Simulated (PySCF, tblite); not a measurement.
# C3H8Si2: circular dichroism and optical rotation, excited states

Wanted: circular dichroism and optical rotation, excited states for C3H8Si2 (`[SiH3]C=C=C[SiH3]`).

Programs: tblite 0.8.0 and PySCF 2.14.0, with routines of our own; each step states its level. All values are computed. Atoms count from 0.

## (1) The starting structure

13 atoms, charge 0, multiplicity 1; geometry from: force field or distance geometry start.

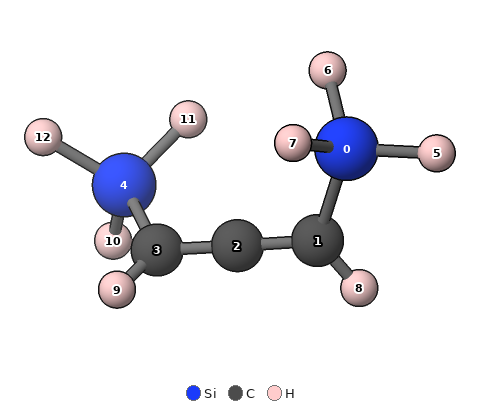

The starting geometry (silicon blue, carbon dark grey, hydrogen pink).

## (2) Geometry optimisation with GFN2-xTB

The job: settings as JSON, then the geometry in Å.

```
{"job": {"kind": "relax", "xc": "GFN2-xTB", "basis": "xTB"}, "charge": 0, "multiplicity": 1}
Si     2.366600     0.126400     0.399100
C      1.184100    -0.228600    -0.971700
C      0.008200    -0.594600    -0.588800
C     -1.195600    -0.926300    -0.213200
Si    -2.318700     0.441400     0.200800
H      3.671800     0.438600    -0.158900
H      1.809300     1.301600     1.139600
H      2.445500    -0.979800     1.375400
H      1.388100    -0.175400    -2.004300
H     -1.405500    -1.977200    -0.144000
H     -3.282200     0.637200    -0.913700
H     -1.602200     1.721600     0.391600
H     -3.073700     0.215500     1.470400
```

On the command line:

```sh
OMP_NUM_THREADS=1 python excited_run.py task.json out
```

One launch serves the whole session: the jobs run in the order shown.

What it wrote:

```text
step      E/eV     max force
  0    -377.55671    2.166
  1    -377.64363    1.336
  2    -377.66301    1.733
  3    -377.68738    0.363
  4    -377.69815    0.350
  5    -377.72152    0.517
  6    -377.73492    0.418
  7    -377.74400    0.205
  8    -377.74867    0.158
  9    -377.75235    0.194
 10    -377.75527    0.158
 11    -377.75668    0.096
 12    -377.75746    0.069
 13    -377.75826    0.082
 14    -377.75935    0.099
 15    -377.76049    0.106
 16    -377.76138    0.081
 17    -377.76213    0.080
 18    -377.76303    0.116
 19    -377.76425    0.120
 20    -377.76563    0.110
 21    -377.76683    0.099
 22    -377.76789    0.093
 23    -377.76912    0.113
 24    -377.77038    0.102
 25    -377.77135    0.080
 26    -377.77206    0.073
 27    -377.77279    0.088
 28    -377.77378    0.121
 29    -377.77490    0.100
 30    -377.77577    0.069
 31    -377.77636    0.066
 32    -377.77701    0.091
 33    -377.77796    0.121
 34    -377.77911    0.107
 35    -377.78004    0.075
 36    -377.78054    0.040
 37    -377.78080    0.049
 38    -377.78102    0.043
 39    -377.78122    0.036
 40    -377.78148    0.045
 41    -377.78185    0.066
 42    -377.78233    0.079
 43    -377.78276    0.061
 44    -377.78303    0.042
 45    -377.78323    0.050
 46    -377.78355    0.058
 47    -377.78407    0.086
 48    -377.78470    0.078
 49    -377.78514    0.053
 50    -377.78538    0.040
 51    -377.78559    0.059
 52    -377.78589    0.076
 53    -377.78625    0.062
 54    -377.78651    0.051
 55    -377.78664    0.040
 56    -377.78673    0.035
 57    -377.78685    0.041
 58    -377.78696    0.028
 59    -377.78703    0.020
 60    -377.78708    0.020
 61    -377.78713    0.027
 62    -377.78721    0.031
 63    -377.78726    0.019
 64    -377.78728    0.006
```

Wall time 0.33 s (1 thread of Arm Neoverse V1, shared host).

Relaxation path: (not every step is listed)

```
step  energy from step 0 (eV)  largest force (eV/Å)
   0                   0.0000                2.1661
   1                  -0.0869                1.3358
   2                  -0.1063                1.7332
   3                  -0.1307                0.3627
   4                  -0.1414                0.3496
   5                  -0.1648                0.5174
   6                  -0.1782                0.4176
   7                  -0.1873                0.2047
   8                  -0.1920                0.1582
  13                  -0.2015                0.0824
  18                  -0.2063                0.1157
  23                  -0.2124                0.1130
  28                  -0.2171                0.1206
  33                  -0.2212                0.1211
  38                  -0.2243                0.0434
  43                  -0.2260                0.0609
  48                  -0.2280                0.0777
  53                  -0.2295                0.0624
  58                  -0.2303                0.0281
  59                  -0.2303                0.0204
  60                  -0.2304                0.0201
  61                  -0.2304                0.0273
  62                  -0.2305                0.0313
  63                  -0.2305                0.0194
  64                  -0.2306                0.0061
```

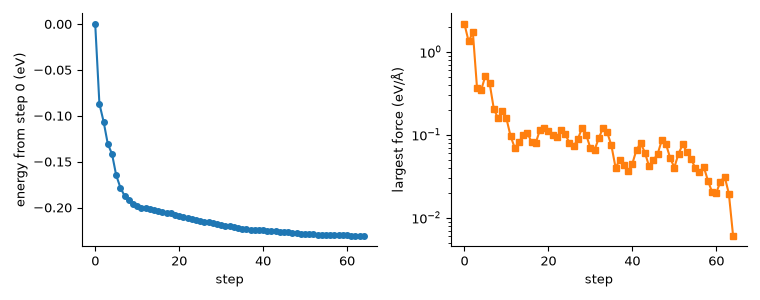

Energy and force, step by step.

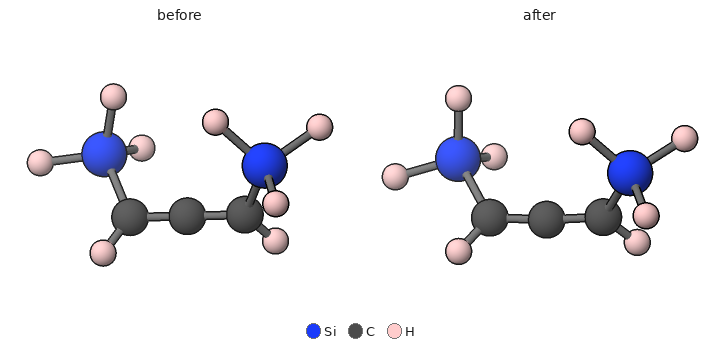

Before and after, at one scale.

Distances of close pairs at the start and the end, largest changes first:

```csv
bond,before (Å),after (Å),change (Å)
C3–Si4,1.818,1.882,+0.064
Si0–C1,1.845,1.884,+0.039
Si0–H6,1.497,1.466,-0.031
C1–H8,1.054,1.082,+0.028
Si4–H12,1.494,1.467,-0.028
Si4–H10,1.486,1.468,-0.018
Si4–H11,1.479,1.462,-0.017
Si0–H7,1.478,1.465,-0.013
```

The end geometry stands in the next job.

## (3) Vibrational analysis with GFN2-xTB

The job: settings as JSON, then the geometry in Å.

```
{"job": {"kind": "ir", "xc": "GFN2-xTB", "basis": "xTB"}, "charge": 0, "multiplicity": 1}
Si     2.542342     0.104510     0.434787
C      1.201951    -0.190209    -0.855500
C     -0.008534    -0.547564    -0.557113
C     -1.218455    -0.834273    -0.189094
Si    -2.533083     0.468721     0.150673
H      3.802933     0.296348    -0.287742
H      2.236087     1.303003     1.221540
H      2.651311    -1.047609     1.332992
H      1.470378    -0.055450    -1.894932
H     -1.514240    -1.871076    -0.094261
H     -3.511420     0.469695    -0.943703
H     -1.908283     1.786125     0.263958
H     -3.215377     0.118265     1.400668
```

What it wrote:

```text
mode    cm-1     km/mol
  1     -61.3      0.18
  2      55.1      0.15
  3      74.9      0.08
  4     152.3      0.51
  5     172.2      0.19
  6     416.2      5.79
  7     427.5     11.24
  8     488.3      9.51
  9     518.3      3.33
 10     545.8     81.82
 11     566.2    138.15
 12     602.4     88.98
 13     719.8      3.04
 14     759.3     11.20
 15     779.2    132.58
 16     782.2    400.99
 17     785.1    628.09
 18     796.0    301.57
 19     799.4    102.85
 20     809.0    332.14
 21     822.9      8.84
 22    1086.3      1.69
 23    1133.8     97.42
 24    1339.4      2.89
 25    2034.5    798.48
 26    2221.8    387.48
 27    2236.3    404.74
 28    2238.4    229.32
 29    2244.8    436.79
 30    2253.3    145.14
 31    2272.0    306.10
 32    3017.0     26.77
 33    3020.7     30.96
```

Run time: 0.34 s. Hardware: 1 thread of Arm Neoverse V1, shared host.

Which atoms move in the most intense modes:

| cm⁻¹ | km/mol | atoms |
| --- | --- | --- |
| 782 | 401.0 | H5 31 %, H7 18 %, H11 17 %, H12 12 % |
| 785 | 628.1 | H11 36 %, H12 19 %, H10 17 % |
| 809 | 332.1 | H12 16 %, H6 16 %, H10 15 %, H5 14 % |
| 2034 | 798.5 | C2 68 %, C3 15 %, C1 15 % |
| 2222 | 387.5 | H10 84 %, H12 11 % |
| 2236 | 404.7 | H6 52 %, H12 29 % |
| 2245 | 436.8 | H5 78 %, H7 17 % |
| 2272 | 306.1 | H11 96 % |

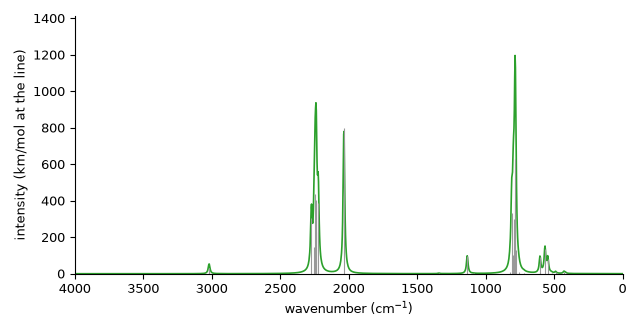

The infrared spectrum from these modes, unscaled. Lines are broadened to a width of 14 cm⁻¹ (Lorentzian).

## (4) Circular dichroism and optical rotation: TDDFT CAM-B3LYP/def2-SVPD

The job, as its differences from that of step 3:

```diff
@@ -1,2 +1,2 @@
-{"job": {"kind": "ir", "xc": "GFN2-xTB", "basis": "xTB"}, "charge": 0, "multiplicity": 1}
+{"job": {"kind": "ecd", "xc": "CAM-B3LYP", "basis": "def2-SVPD", "nstates": 16}, "charge": 0, "multiplicity": 1}
 Si     2.542342     0.104510     0.434787
```

Method: TDDFT CAM-B3LYP/def2-SVPD circular dichroism and optical rotation, one conformer, gas phase.

What it wrote:

```text
coarse grid: 11472 points
cycle   1  E = -697.5950327435  dE =  2.834e-01  |g| = 2.828e-01  |ddm| = 8.160e+00
cycle   2  E = -697.6102205710  dE = -1.519e-02  |g| = 1.907e-01  |ddm| = 8.026e-01
cycle   3  E = -697.6199169974  dE = -9.696e-03  |g| = 3.145e-02  |ddm| = 3.645e-01
cycle   4  E = -697.6202312193  dE = -3.142e-04  |g| = 1.337e-02  |ddm| = 1.606e-01
cycle   5  E = -697.6202746626  dE = -4.344e-05  |g| = 3.513e-03  |ddm| = 3.799e-02
cycle   6  E = -697.6202794449  dE = -4.782e-06  |g| = 1.060e-03  |ddm| = 9.813e-03
final grid: 100456 points
cycle   7  E = -697.7199217312  dE = -1.315e-05  |g| = 1.772e-03  |ddm| = 1.046e-01
cycle   8  E = -697.7199219101  dE = -1.789e-07  |g| = 1.692e-03  |ddm| = 1.017e-02
cycle   9  E = -697.7199227129  dE = -8.028e-07  |g| = 2.531e-04  |ddm| = 2.869e-03
cycle  10  E = -697.7199227282  dE = -1.534e-08  |g| = 9.840e-05  |ddm| = 9.136e-04
cycle  11  E = -697.7199227307  dE = -2.486e-09  |g| = 1.680e-05  |ddm| = 2.045e-04
cycle  12  E = -697.7199227308  dE = -9.913e-11  |g| = 7.539e-06  |ddm| = 5.918e-05
converged SCF energy = -697.7199227308

Singlet excitations and rotatory strengths (1e-40 esu^2 cm^2)
state   eV       nm     f(len)   f(vel)    R(len)    R(vel)   main configurations
  1   5.5852   222.0  0.00140  0.00127    -2.697    -2.919   H-1->L 0.60, H->L+1 0.26
  2   5.7450   215.8  0.00001  0.00003     0.058     0.494   H->L+1 0.53, H-1->L 0.22
  3   6.4518   192.2  0.03111  0.03044     6.251     6.789   H->L 0.59, H-1->L+1 0.30
  4   6.8447   181.1  0.01859  0.01896    34.261    33.696   H->L+2 0.81
  5   6.8820   180.2  0.00544  0.00607    23.425    23.240   H-1->L+2 0.84
  6   7.0538   175.8  1.31473  1.29204    92.871   100.831   H-1->L+1 0.52, H->L 0.25
  7   7.8298   158.3  0.00894  0.00932   -12.075   -11.473   H->L+3 0.44, H->L+6 0.24
  8   7.9342   156.3  0.01288  0.01252    17.080    15.503   H-1->L+5 0.67, H-1->L+6 0.12
  9   7.9583   155.8  0.01495  0.01573    -5.472    -7.559   H->L+5 0.66
 10   7.9880   155.2  0.01278  0.01368    -2.911    -3.161   H-1->L+7 0.37, H-1->L+4 0.32
 11   8.0799   153.4  0.00273  0.00261    -0.287    -1.674   H-1->L+6 0.27, H->L+3 0.24, H->L+7 0.16
 12   8.1337   152.4  0.01419  0.01452   -12.206   -12.615   H-1->L+3 0.27, H-1->L+6 0.24, H->L+6 0.16
 13   8.1776   151.6  0.00320  0.00297    -8.992   -10.820   H-1->L+4 0.39, H-1->L+7 0.29, H->L+7 0.13
 14   8.2670   150.0  0.02652  0.02585   -11.571   -10.132   H->L+6 0.29, H->L+4 0.21, H-1->L+3 0.13
 15   8.2870   149.6  0.05411  0.05699    53.886    57.246   H->L+7 0.28, H-1->L+3 0.26, H-1->L+6 0.15
 16   8.4310   147.1  0.04344  0.04606   -42.190   -43.382   H->L+4 0.48

Specific rotation (deg / (dm g/mL))
    nm     length   length(OI)   velocity    alpha(len)  alpha(vel)
  633.0     459.46     463.80     478.46       99.761    100.599
  589.3     542.16     547.35     564.60      100.367    101.208
  546.0     649.55     655.84     676.46      101.132    101.977
  436.0    1144.29    1156.01    1191.94      104.389    105.247
  405.0    1398.28    1412.96    1456.64      105.921    106.784
  365.0    1887.65    1908.34    1966.83      108.667    109.538
  355.0    2053.74    2076.56    2140.04      109.547    110.420
```

Run time: 54 s. Hardware: 1 thread of Arm Neoverse V1, shared host; peak memory 0.84 GiB.

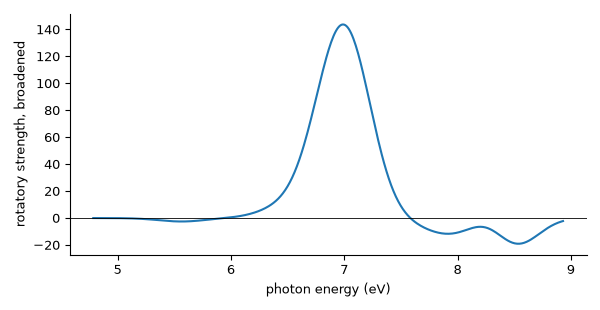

Circular dichroism: velocity-form rotatory strengths under Gaussians of 0.3 eV half-width at 1/e.

## (5) Excited states: TDA B3LYP/def2-TZVP

The job, as its differences from that of step 4:

```diff
@@ -1,2 +1,2 @@
-{"job": {"kind": "ecd", "xc": "CAM-B3LYP", "basis": "def2-SVPD", "nstates": 16}, "charge": 0, "multiplicity": 1}
+{"job": {"kind": "states", "xc": "B3LYP", "basis": "def2-TZVP", "tda": true, "soc": true, "nstates": 8, "ntriplets": 6, "nquad": 4}, "charge": 0, "multiplicity": 1}
 Si     2.542342     0.104510     0.434787
```

Method: TDA B3LYP/def2-TZVP excited states, vertical, gas phase, spin-orbit mean-field couplings.

What it wrote:

```text
coarse grid: 11472 points
cycle   1  E = -698.1323413301  dE =  2.317e-01  |g| = 4.142e-01  |ddm| = 2.835e+00
cycle   2  E = -698.1203424892  dE =  1.200e-02  |g| = 4.469e-01  |ddm| = 6.972e-01
cycle   3  E = -698.1737601778  dE = -5.342e-02  |g| = 3.823e-02  |ddm| = 4.256e-01
cycle   4  E = -698.1742281017  dE = -4.679e-04  |g| = 7.960e-03  |ddm| = 4.799e-02
cycle   5  E = -698.1742428150  dE = -1.471e-05  |g| = 3.766e-03  |ddm| = 1.336e-02
cycle   6  E = -698.1742460778  dE = -3.263e-06  |g| = 1.046e-03  |ddm| = 2.862e-03
final grid: 100456 points
cycle   7  E = -698.1657212781  dE = -1.918e-05  |g| = 3.603e-03  |ddm| = 5.333e-02
cycle   8  E = -698.1657187091  dE =  2.569e-06  |g| = 4.802e-03  |ddm| = 6.501e-03
cycle   9  E = -698.1657242965  dE = -5.587e-06  |g| = 8.444e-04  |ddm| = 3.420e-03
cycle  10  E = -698.1657244645  dE = -1.679e-07  |g| = 2.696e-04  |ddm| = 7.785e-04
cycle  11  E = -698.1657244851  dE = -2.061e-08  |g| = 5.903e-05  |ddm| = 2.693e-04
cycle  12  E = -698.1657244858  dE = -7.121e-10  |g| = 2.697e-05  |ddm| = 6.282e-05
converged SCF energy = -698.1657244858

Singlet excitations
state   eV       nm        f     d(h-e)  d(exc)  Lambda  PR(NTO)  |dmu|/D   mu/D   main configurations
  1   5.4060   229.3   0.00232   0.483   2.953   0.565   1.582    1.220    1.404   H-1->L 0.72, H->L+1 0.24
  2   5.5637   222.8   0.00012   0.281   2.923   0.584   1.575    0.520    0.646   H->L+1 0.69, H-1->L 0.20
  3   6.3271   196.0   0.02449   0.223   3.262   0.767   1.908    0.772    0.977   H->L 0.57, H-1->L+1 0.32
  4   6.6689   185.9   0.04124   0.854   3.750   0.477   1.078    2.746    3.102   H->L+2 0.88
  5   6.7108   184.8   0.05045   0.896   3.829   0.491   1.021                     H-1->L+2 0.87
  6   7.0546   175.7   1.12567   0.494   3.522   0.642   1.931                     H-1->L+1 0.35, H->L 0.19, H->L+3 0.12
  7   7.2926   170.0   0.02496   1.296   4.210   0.425   1.082                     H->L+3 0.49, H-1->L+3 0.45
  8   7.3701   168.2   0.18710   0.870   4.009   0.471   1.366                     H-1->L+3 0.41, H->L+3 0.33

Triplet excitations (Tamm-Dancoff)
state   eV     d(h-e)  d(exc)  Lambda  PR(NTO)   main configurations
  1   4.4505   0.091   2.551   0.765   1.366   H->L 0.76, H-1->L+1 0.14
  2   4.6297   0.189   2.584   0.759   1.366   H-1->L+1 0.72, H->L 0.12
  3   5.1005   0.597   2.907   0.577   1.317   H-1->L 0.78, H->L+1 0.11
  4   5.2096   0.434   2.858   0.569   1.321   H->L+1 0.80, H-1->L 0.14
  5   6.4847   0.807   3.685   0.465   1.019   H->L+2 0.92
  6   6.5206   0.780   3.729   0.481   1.022   H-1->L+2 0.93
S1 - T1 = 0.9555 eV

Spin-orbit couplings |<S|Hso|T>| (cm-1)
             T1       T2       T3       T4       T5       T6
S0        1.949    2.697    2.287    5.474    4.426    7.386
S1        3.947    1.321    0.242    0.265    2.796    3.906
S2        1.341    4.214    0.152    0.234    5.591    2.462
S3        0.832    1.278    3.926    4.641    6.215    4.224
S4        4.040    2.073    2.972    6.360    0.484    8.417
S5        1.804    4.944    5.079    1.710    7.750    0.959
S6        2.042    1.027    9.682    3.506    4.081    5.407
S7        3.011    2.004    2.205    1.861    2.647    2.002
S8        1.616    1.350    2.915    2.825    2.079    3.697
T1 sublevels (cm-1): 0.000 0.001 0.003   radiative rates (1/s): 0.59 0.0565 0.679
```

Run time: 27 s. Hardware: 1 thread of Arm Neoverse V1, shared host; peak memory 0.73 GiB.

Key values:

```
  quantity    value
S1 less T1  0.96 eV
```

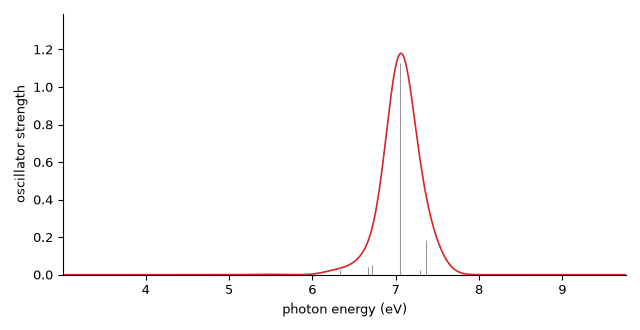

Absorption lines of the singlets. Lines are broadened to a width of 0.40 eV (Gaussian).

## (6) Outcome

| quantity | value |
| --- | --- |
| strongest single infrared mode (GFN2-xTB) | 2034 cm⁻¹, 798 km/mol |
| zero-point energy (GFN2-xTB) | 51.7 kcal/mol |
| state of largest rotatory strength (velocity form) among 16 (step 4, TDDFT CAM-B3LYP/def2-SVPD) | 7.05 eV, R = +100.8 (velocity), +92.9 (length) ·10⁻⁴⁰ esu² cm² |
| specific rotation at 633.0 nm (step 4, TDDFT CAM-B3LYP/def2-SVPD) | 478.5 (velocity), 459.5 (length) |
| S1 less T1 (step 5, TDA B3LYP/def2-TZVP) | 0.96 eV |

**Reading.** The lowest mode is imaginary (61i cm⁻¹), so the xTB geometry is not a minimum: the zero-point energy counts the real modes alone, and all values at this geometry belong to a saddle point. The strongest single mode, at 2034 cm⁻¹, moves mainly C2. GFN2-xTB is a fitted tight-binding method: band positions and strengths are rough. Its intensities can rank the bands wrongly. Rotations belong to one conformer and to the handedness of the start. In step 5, the number of triplets below S1 is 4, and the largest singlet-triplet spin-orbit coupling is S6–T3, 9.68 cm⁻¹.
